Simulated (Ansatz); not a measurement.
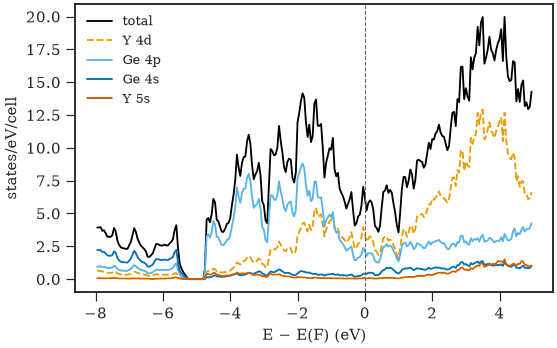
Figure. Total and projected density of states of Y3Ge5 in space group Fdd2 (No. 43; Pearson symbol oF64), PBEsol in the plane-wave PAW code Ansatz

Which orbitals carry the states next to the Fermi level?

Within 0.5 eV of the Fermi level: Y 4d 54 %, Ge 4p 35 %, Ge 4s 7 %. Projections are on Löwdin-orthogonalised atomic valence shells; empty p or d shells of many metals are not among them.

Where is the tallest occupied peak in this window, and what makes it?

Near -1.8 eV, about 14 states/eV per cell; the largest projected share is Ge 4p.

The first step of the workflow began from a Materials Project structure, measured or hypothetical; the Crystallography Open Database copy checked does not list it. Its standing as an ambient phase is unchecked. Symmetry was held in the PBEsol relaxation; whether a distortion lowers the energy is not shown. The run is not spin-polarised. Scalar-relativistic: spin–orbit coupling is off unless named, which matters more the heavier the elements.

Potentials: the later of the program's two PAW sets.
